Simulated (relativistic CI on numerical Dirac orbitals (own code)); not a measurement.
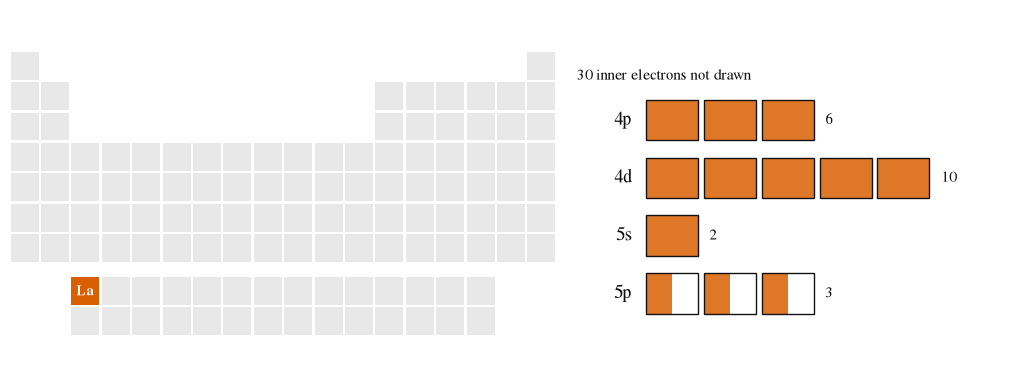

*Left, the place of lanthanum in the periodic table; right, the outer shells of the leading configuration of the lowest level: a box for each of the 2l + 1 orbitals, shaded by the share of the shell that is filled, with the electron count at the right.*

**Run report: La⁶⁺, relativistic CI calculation**

System: La⁶⁺.
Method: Dirac-Coulomb-Breit CI, KLI orbitals optimised for each configuration, model QED (radiative potential, 1s self-energy scaled to tabulated hydrogen-like ionisation energies), no configuration mixing (relativistic CI on numerical Dirac orbitals, in-house).

Input file:
```
atom La  Z=57  charge=6  electrons=51
nucleus A=139  rms_radius_fm=4.8550
hamiltonian dirac-coulomb  breit=on  qed=on  c_scale=1
orbitals kli  potential=per-configuration
slater_scale 1
correlation none
mixing off
configurations
  [Kr] 4d10 5s2 5p3
  [Kr] 4d10 5s 5p4
  [Kr] 4d10 4f2 5s2 5p
  [Kr] 4d10 4f 5s2 5p2
  [Kr] 4d10 5s2 5p2 5d
  [Kr] 4d10 5p5
  [Kr] 4d10 5s2 5p 5d2
  [Kr] 4d10 5s 5p3 5d
  [Kr] 4d10 5s2 5p2 5f
  [Kr] 4d10 4f 5s2 5p 5d
  [Kr] 4d10 4f2 5p3
  [Kr] 4d10 4f 5s 5p3
  [Kr] 4d10 4f2 5s 5p2
  [Kr] 4d10 5s2 5p2 5g
  [Kr] 4d10 5s2 5p2 6s
  [Kr] 4d10 4f 5p4
end
```

Hardware: 1 CPU thread, shared host.

The program writes its results to a structured record and prints no log; tables and figures of this report are taken from that record.

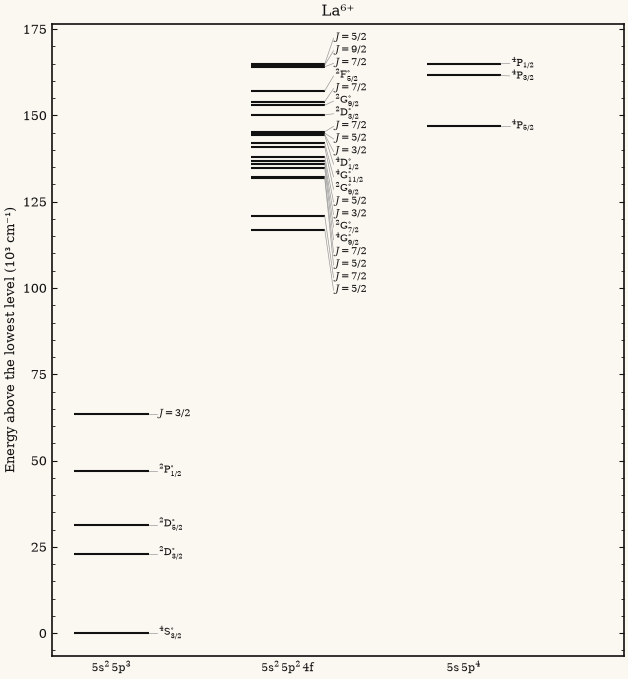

*Level diagram of La VII (La⁶⁺).*

The lowest level is 5s² 5p³ ⁴S°₃/₂. The first excited level, 5s² 5p³ ²D°₃/₂, lies at 23,100 cm⁻¹. The lowest level of opposite parity, 5s 5p⁴ ⁴P₅/₂, is at 147,000 cm⁻¹. The levels are in intermediate coupling, nearer jj (mean leading weight 66 % in LS and 75 % in jj).

```csv
Configuration,Level,E (cm⁻¹),LS purity (%)
5s² 5p³,⁴S°₃/₂,0,77
5s² 5p³,²D°₃/₂,"23,080",70
5s² 5p³,²D°₅/₂,"31,400",100
5s² 5p³,²P°₁/₂,"46,990",100
5s² 5p³,[(5p₃/₂)³] J = 3/2,"63,370",70
5s² 5p² 4f,[4f₅/₂] J = 5/2,"116,900",57
5s² 5p² 4f,[4f₇/₂] J = 7/2,"120,800",32
5s² 5p² 4f,[5p₁/₂ 5p₃/₂ 4f₅/₂] J = 5/2,"131,900",46
5s² 5p² 4f,[5p₁/₂ 5p₃/₂ 4f₅/₂] J = 7/2,"132,300",56
5s² 5p² 4f,⁴G°₉/₂,"134,700",85
5s² 5p² 4f,²G°₇/₂,"135,900",68
5s² 5p² 4f,[5p₁/₂ 5p₃/₂ 4f₅/₂] J = 3/2,"136,800",44
5s² 5p² 4f,[5p₁/₂ 5p₃/₂ 4f₇/₂] J = 5/2,"138,000",55
5s² 5p² 4f,²G°₉/₂,"140,900",58
5s² 5p² 4f,⁴G°₁₁/₂,"141,900",82
5s² 5p² 4f,⁴D°₁/₂,"144,300",90
5s² 5p² 4f,"J = 3/2 (odd, mixed)","144,500",54
5s² 5p² 4f,[5p₁/₂ 5p₃/₂ 4f₅/₂] J = 5/2,"144,900",48
```

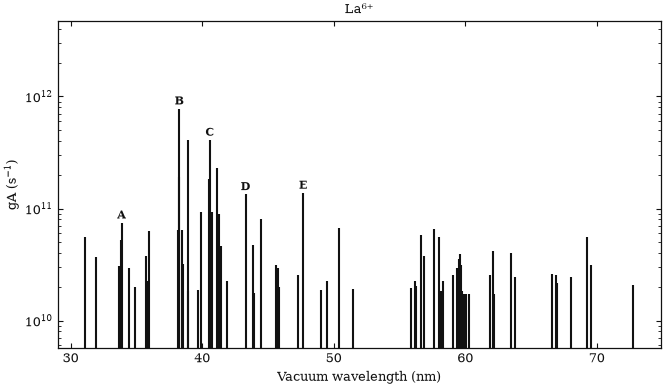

*The stronger electric dipole lines (weighted rates gA) for La⁶⁺ (lanthanum, Z = 57).*

A: 5s² 5p² 6s [5p₁/₂ 5p₃/₂ 6s] J = 3/2 → 5s² 5p³ ²D°₅/₂, 33.89 nm, gA = 7.5×10¹⁰ s⁻¹; B: 5s² 5p² 5d ²F₇/₂ → 5s² 5p³ ²D°₅/₂, 38.26 nm, gA = 7.8×10¹¹ s⁻¹; C: 5s² 5p² 5d ²D₅/₂ → 5s² 5p³ [(5p₃/₂)³] J = 3/2, 40.59 nm, gA = 4.1×10¹¹ s⁻¹; D: 5s² 5p² 5d ²D₅/₂ → 5s² 5p³ ²D°₅/₂, 43.32 nm, gA = 1.3×10¹¹ s⁻¹; E: 5s 5p⁴ ²P₃/₂ → 5s² 5p³ ²D°₅/₂, 47.67 nm, gA = 1.4×10¹¹ s⁻¹. The strongest, B, lies in the extreme ultraviolet region.

Key numbers:

- outcome: converged
- lowest level: 5s² 5p³ ⁴S°₃/₂
- first excited level: 5s² 5p³ ²D°₃/₂, 23,076 cm⁻¹
- levels computed: 1101
- SCF iterations: 138
- wall time: 0.96 s

Remarks:

Caveats: configurations can be misplaced by up to about 7 % of their energy; low levels that differ in the count of f electrons can be misplaced by several ten thousand cm⁻¹; only a limited list of configurations is included, so lower levels can be missing; only lines among the lowest 200 of 1101 levels are drawn, so those from 5s² 5p² 6s, 5s 5p³ 5d and 5s² 5p 4f 5d are incomplete.
